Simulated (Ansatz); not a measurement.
C2H6O3Si

Input file:

```
crystal:
  periodic: [false, false, false]
  atoms:
    - { symbol: O, position_ang: [1.201, -1.7857, 1.6488] }
    - { symbol: C, position_ang: [0.7852, -1.4371, 0.5013] }
    - { symbol: C, position_ang: [-0.3819, -0.4539, 0.239] }
    - { symbol: O, position_ang: [-0.7497, 0.0719, 1.5076] }
    - { symbol: Si, position_ang: [0.1438, 0.8421, -1.0397] }
    - { symbol: O, position_ang: [-1.0327, 2.0233, -1.2406] }
    - { symbol: H, position_ang: [1.2632, -1.9103, -0.383] }
    - { symbol: H, position_ang: [-1.1348, -1.0245, -0.1745] }
    - { symbol: H, position_ang: [-0.4149, -0.4782, 2.2528] }
    - { symbol: H, position_ang: [1.3882, 1.536, -0.5766] }
    - { symbol: H, position_ang: [0.3985, 0.185, -2.2994] }
    - { symbol: H, position_ang: [-1.389, 2.3764, -0.4015] }
basis:
  gaussian: { orbitals: def2-SVP }
hamiltonian:
  xc: pbe0
relax:
  f_tol: 0.02
  max_steps: 50
output:
  orbitals: {}
```

Command:

```sh
ansatz run input.yaml --threads 2 --pin off --max-ram 3072MiB --backend cpu --events-out ev --progress --plain --runs-dir out
```

The fields are those of the run's last geometry, not of the input's.

Theory: RKS PBE0/def2-SVP in Ansatz 0.2.0.

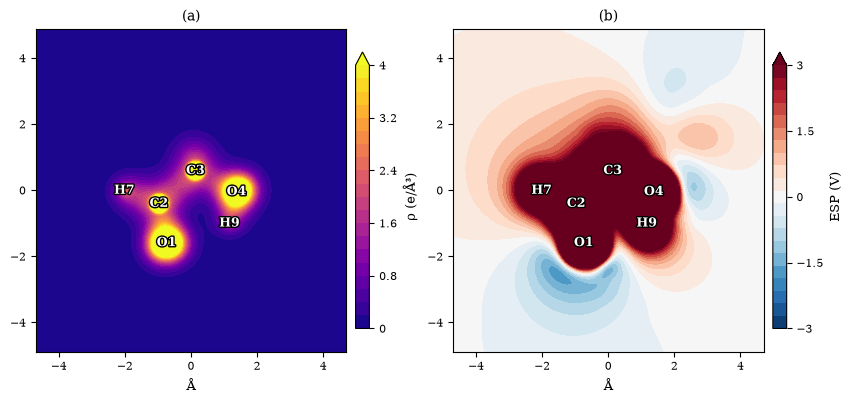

Figure 1. (a) electron density; (b) electrostatic potential on the plane of atoms O1, C2 and C3.

What does the map show?

Answer.
- Atoms in the plane: O, C and H.
- C–O (1.21 Å): the density is about 3.3 e/Å³ at the midpoint.
- C–C (1.49 Å): the density is about 1.8 e/Å³ at the midpoint.
- O–H (0.98 Å): ρ at the midpoint is about 3.7 e/Å³.
- C–H (1.12 Å): ρ at the midpoint is about 1.9 e/Å³.
- Outside the dense part of the molecule the potential is most negative (−1.7 V) near O1.

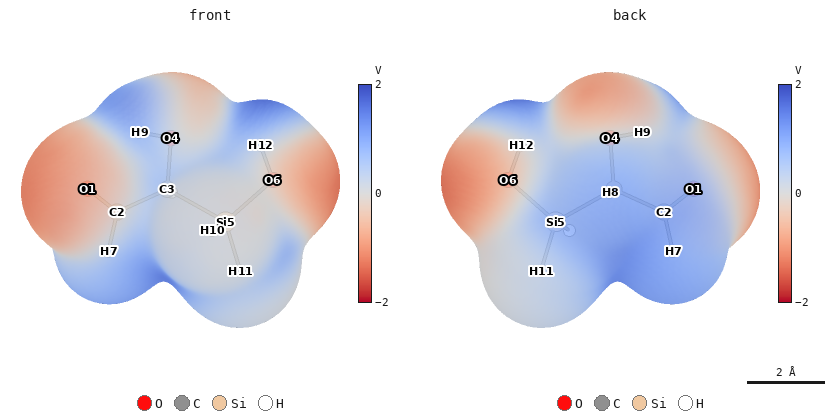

Figure 2. The electrostatic potential painted on the density surface at 0.001 e/bohr³, seen from the front and from behind; red is negative and blue positive.

Where is the surface potential most negative and most positive?

Answer. The most negative region (about −1.3 V, or −30 kcal/mol for a unit charge) lies over O6, the most positive (about +1.5 V, or +35 kcal/mol for a unit charge) over Si5 and H12. O6 is the likeliest acceptor of a hydrogen bond.

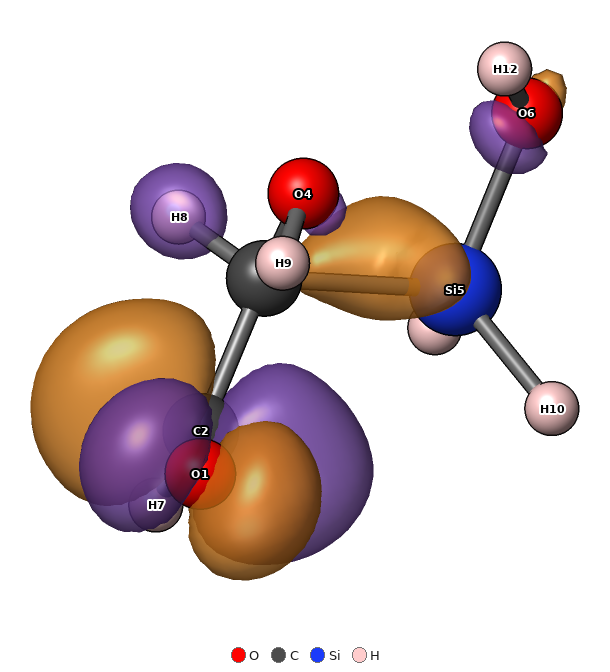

Figure 3. One frontier orbital at ±0.15 Å⁻³ᐟ² (orange and purple are the two phases), seen at an oblique angle.

Which orbital is it: HOMO or LUMO?

Answer. The LUMO, at −1.09 eV. It lies mainly on C2 (about 40 %), O1 (about 30 %), Si5 (about 10 %) and C3 (about 10 %); π-antibonding (π*) across C2–O1.

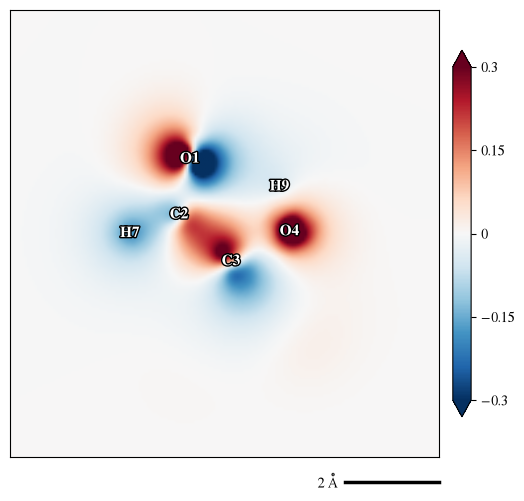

Figure 4. One frontier orbital on the plane of atoms O1, C2 and H7 (values in Å⁻³ᐟ²; the overall sign is arbitrary).

Which orbital is it: HOMO or LUMO?

Answer. The HOMO, at −7.70 eV. It lies mainly on O4 (about 35 %), C3 (about 20 %), O1 (about 10 %), Si5 (about 10 %) and O6 (about 5 %).
